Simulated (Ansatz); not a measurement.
## What a change does: single-point calculation on CH$_{6}$FGeN

System: CH$_{6}$FGeN.
Method of the first run: RKS r2SCAN-D4/def2-TZVPP (Ansatz 0.2.0).

The geometry comes from this level: PBE0-D4/def2-TZVP. Text and figures count atoms from 1; the logs count them from 0 in places.

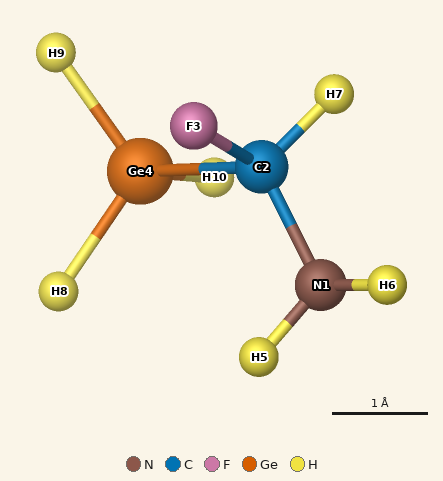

**Figure 1.** The structure (ball-and-stick view, seen at a tilt; atoms are numbered from 1 in the order of the input). Sticks mark near contacts.

## The input, the first run
```yaml
crystal:
  periodic: [false, false, false]
  atoms:
    - {symbol: N, position_ang: [-0.754211, 1.174967, -0.563449]}
    - {symbol: C, position_ang: [0.331897, 0.630928, 0.137781]}
    - {symbol: F, position_ang: [1.566736, 0.796317, -0.539583]}
    - {symbol: Ge, position_ang: [0.079378, -1.310206, 0.456298]}
    - {symbol: H, position_ang: [-0.928857, 0.721179, -1.449206]}
    - {symbol: H, position_ang: [-0.685398, 2.175513, -0.696791]}
    - {symbol: H, position_ang: [0.452983, 1.162767, 1.085018]}
    - {symbol: H, position_ang: [-0.363830, -1.947458, -0.872335]}
    - {symbol: H, position_ang: [1.397022, -1.938332, 0.928780]}
    - {symbol: H, position_ang: [-1.012519, -1.516774, 1.516587]}
basis:
  gaussian: {orbitals: def2-TZVPP}
hamiltonian: {xc: r2scan, dispersion: d4}
output: {forces: true, orbitals: {seedname: orbitals}}
```

Launched with:
```bash
ansatz run in.yaml --threads 4 --pin off --events-out ev --progress --plain --max-ram 10444MiB
```

Hardware: 4 threads of Intel Xeon, 163 GiB of memory available, shared host.

## Output (the first run)
```
Functional definition: r2SCAN
  parameter k0 = 0.174
  parameter k1 = 0.065
  parameter a1 = 4.9479
  exchange = r2scan_x(k0 = k0, k1 = k1, a1 = a1)
  correlation = r2scan_c
1203 factors; their error is unknown
mean field evaluation 1: about -61851.8487 eV, gradient 6.3e1 eV
mean field evaluation 2: about -61839.9145 eV, gradient 9.4e1 eV
mean field evaluation 4: about -61858.9254 eV, gradient 7.4e0 eV
mean field evaluation 8: about -61859.0086 eV, gradient 3.0e-1 eV
mean field evaluation 16: about -61858.9840 eV, gradient 7.5e-3 eV
mean field -61858.98397648 eV, -2273.2757316103 hartree, gradient 4.4e-5 eV, S^2 0.000000; 0 other end points of the search recorded, 0 dependent functions left out
the calculation of the forces begins
reference -61858.98398747 eV, -2273.2757320142 hartree; 30, 30 occupied and 195, 195 virtual orbitals, 1203 factors
Total energy: -61859.02458913 eV, -2273.2772240976 hartree
Atom 0 at    -0.754211     1.174967    -0.563449 Å, force    -0.165544     0.027958    -0.023870 eV/Å
Atom 1 at     0.331897     0.630928     0.137781 Å, force    -0.232651    -0.075890     0.274391 eV/Å
Atom 2 at     1.566736     0.796317    -0.539583 Å, force     0.377303     0.031383    -0.200170 eV/Å
Atom 3 at     0.079378    -1.310206     0.456298 Å, force    -0.013127    -0.087815     0.009153 eV/Å
Atom 4 at    -0.928857     0.721179    -1.449206 Å, force     0.010031    -0.004517    -0.031592 eV/Å
Atom 5 at    -0.685398     2.175513    -0.696791 Å, force     0.009121     0.030167    -0.017612 eV/Å
Atom 6 at     0.452983     1.162767     1.085018 Å, force     0.005162     0.009437     0.003071 eV/Å
Atom 7 at    -0.363830    -1.947458    -0.872335 Å, force     0.024543     0.032692     0.061395 eV/Å
Atom 8 at     1.397022    -1.938332     0.928780 Å, force    -0.064196     0.031718    -0.025807 eV/Å
Atom 9 at    -1.012519    -1.516774     1.516587 Å, force     0.049358     0.004867    -0.048960 eV/Å
Dipole moment:    -0.221767     0.125055    -0.020524 e Å
```

For the second run the input was changed thus:
```diff
-hamiltonian: {xc: r2scan, dispersion: d4}
+hamiltonian: {xc: pbe, dispersion: d4}
```

Predict how the results change.

The total energies belong to different models, so their difference says nothing on which is more stable or more accurate. The largest force goes from 0.428 to 0.767 eV/Å. The HOMO goes from −6.79 to −6.46 eV. The LUMO goes from 0.40 to −0.10 eV.

## Output (the second run)
```
Functional definition: PBE
  parameter kappa = 0.804
  parameter beta = 0.06672455060314922
  exchange = pbe_x(kappa = kappa, mu = beta*pi^2/3)
  correlation = pbe_c(beta = beta)
1203 factors; their error is unknown
mean field evaluation 1: about -61838.2328 eV, gradient 7.1e1 eV
mean field evaluation 2: about -61812.0696 eV, gradient 1.2e2 eV
mean field evaluation 4: about -61847.1296 eV, gradient 1.2e1 eV
mean field evaluation 8: about -61847.3395 eV, gradient 2.5e-1 eV
mean field evaluation 16: about -61847.3156 eV, gradient 4.9e-4 eV
mean field -61847.31556348 eV, -2272.8469253419 hartree, gradient 1.2e-5 eV, S^2 0.000000; 0 other end points of the search recorded, 0 dependent functions left out
the calculation of the forces begins
reference -61847.31560102 eV, -2272.8469267214 hartree; 30, 30 occupied and 195, 195 virtual orbitals, 1203 factors
Total energy: -61847.48442321 eV, -2272.8531308224 hartree
Atom 0 at    -0.754211     1.174967    -0.563449 Å, force    -0.265692    -0.061361     0.193239 eV/Å
Atom 1 at     0.331897     0.630928     0.137781 Å, force    -0.312126    -0.043786     0.196107 eV/Å
Atom 2 at     1.566736     0.796317    -0.539583 Å, force     0.689948     0.062510    -0.329192 eV/Å
Atom 3 at     0.079378    -1.310206     0.456298 Å, force    -0.023380    -0.092617     0.042331 eV/Å
Atom 4 at    -0.928857     0.721179    -1.449206 Å, force    -0.077684    -0.151728    -0.309234 eV/Å
Atom 5 at    -0.685398     2.175513    -0.696791 Å, force     0.001692     0.351228    -0.050481 eV/Å
Atom 6 at     0.452983     1.162767     1.085018 Å, force     0.011772     0.105485     0.235377 eV/Å
Atom 7 at    -0.363830    -1.947458    -0.872335 Å, force    -0.041473    -0.064161    -0.131269 eV/Å
Atom 8 at     1.397022    -1.938332     0.928780 Å, force     0.127222    -0.069236     0.044361 eV/Å
Atom 9 at    -1.012519    -1.516774     1.516587 Å, force    -0.110280    -0.036333     0.108761 eV/Å
Dipole moment:    -0.215733     0.133088    -0.027416 e Å
```

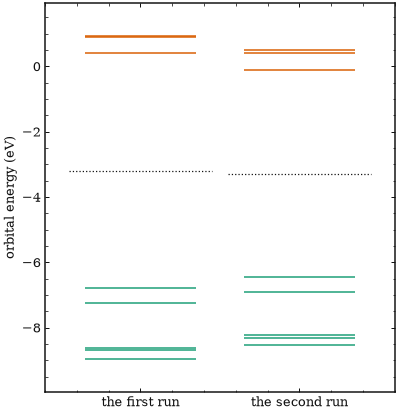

**Figure 2.** The five highest filled and three lowest empty orbital energies of the two runs; the dotted lines part filled from empty levels. The HOMO–LUMO gap is 7.18 eV in the first run and 6.37 eV in the second run.

## The two runs side by side

```tsv
quantity	the first run	the second run
outcome	converged	converged
total energy (hartree)	−2273.277224	−2272.853131
HOMO (eV)	−6.79	−6.46
LUMO (eV)	0.40	−0.10
dipole moment (D)	1.23	1.22
largest force (eV/Å)	0.428	0.767
basis functions	225	225
wall time (shared host)	2.8 s	1.3 s
```
